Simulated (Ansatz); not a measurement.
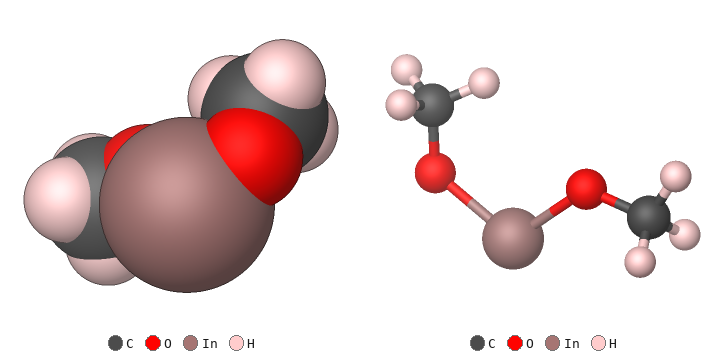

The same structure drawn twice, from different directions.

Charge 0, doublet. The computed structure is the end point of a PBE0-D4/def2-TZVP optimisation.

Identify the structure.

It has 11 atoms: 2 carbon, 6 hydrogen, 1 indium and 2 oxygen (C₂H₆InO₂). As SMILES it reads `C[O][In][O]C`. This geometry has C1 symmetry. It is an open-shell species. Coordination: 2 C tetrahedral; 2 O bent; 1 In bent.

The parts below concern this one geometry. Atoms keep their numbers from picture to picture.

### Geometry

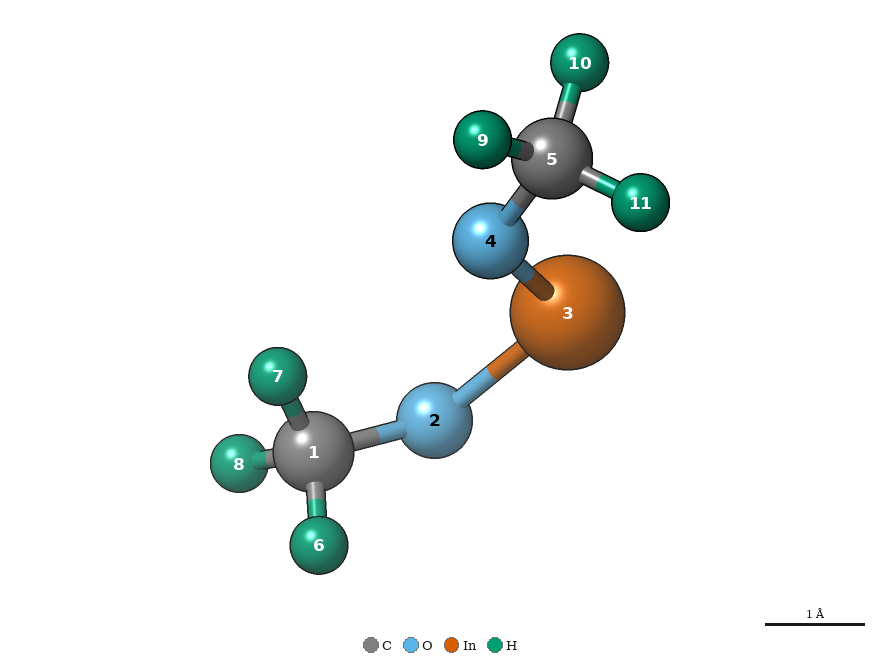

List the bonds and their lengths.

| bond | length (Å) |
| --- | --- |
| C1–O2 | 1.407 |
| C1–H6 | 1.098 |
| C1–H7 | 1.098 |
| C1–H8 | 1.097 |
| O2–In3 | 2.008 |
| In3–O4 | 2.020 |
| O4–C5 | 1.397 |
| C5–H9 | 1.097 |
| C5–H10 | 1.098 |
| C5–H11 | 1.098 |

### Vibrations

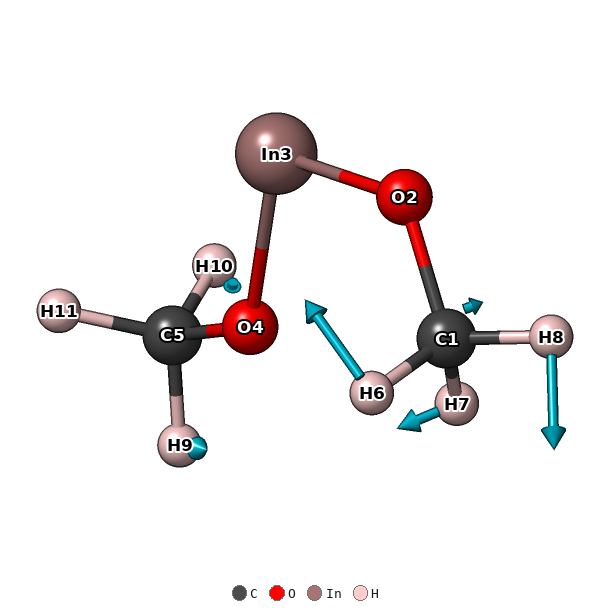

The arrows show one normal mode. Harmonic vibrations computed with UKS PBE0-D4/def2-TZVP, core potentials on In (Ansatz 0.2.0) at a stationary point of the same level.

**What kind of motion is it?**

Mostly H–C–O bending.

**Estimate its harmonic wavenumber.**

1157 cm⁻¹; it is mode 12 of 27 counted from the lowest.

### Levels of theory compared

Program: Ansatz 0.2.0.

At this fixed geometry, give HOMO energy (eV), dipole (D) at these levels: B3LYP-D4/def2-TZVPP; PBE-D4/def2-TZVPP; r2SCAN-D4/def2-TZVPP; ωB97M-V/def2-TZVPP.

```json
{"level": "B3LYP-D4/def2-TZVPP", "HOMO energy (eV)": "−6.27", "dipole (D)": "1.98"}
{"level": "PBE-D4/def2-TZVPP", "HOMO energy (eV)": "−5.31", "dipole (D)": "1.69"}
{"level": "r2SCAN-D4/def2-TZVPP", "HOMO energy (eV)": "−5.69", "dipole (D)": "1.82"}
{"level": "ωB97M-V/def2-TZVPP", "HOMO energy (eV)": "−8.62", "dipole (D)": "2.08"}
```

### Charges

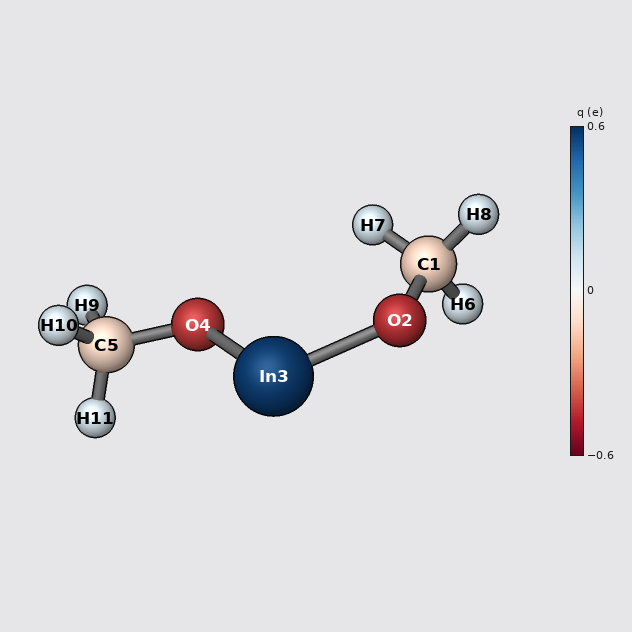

Atoms are coloured by their Mulliken charges. Method: UKS PBE-D4/def2-TZVPP, core potentials on In (Ansatz 0.2.0).

**Which atom carries the highest charge (most positive or least negative)?**

In3 (0.56 e).

**And the lowest?**

O2 (−0.43 e).

List the Mulliken charges.

```tsv
atom	value (e)
C1	−0.13
O2	−0.43
In3	0.56
O4	−0.42
C5	−0.12
H6	0.08
H7	0.09
H8	0.09
H9	0.10
H10	0.08
H11	0.08
```

Mulliken values depend strongly on the basis set and can even reverse the polarity of a bond.
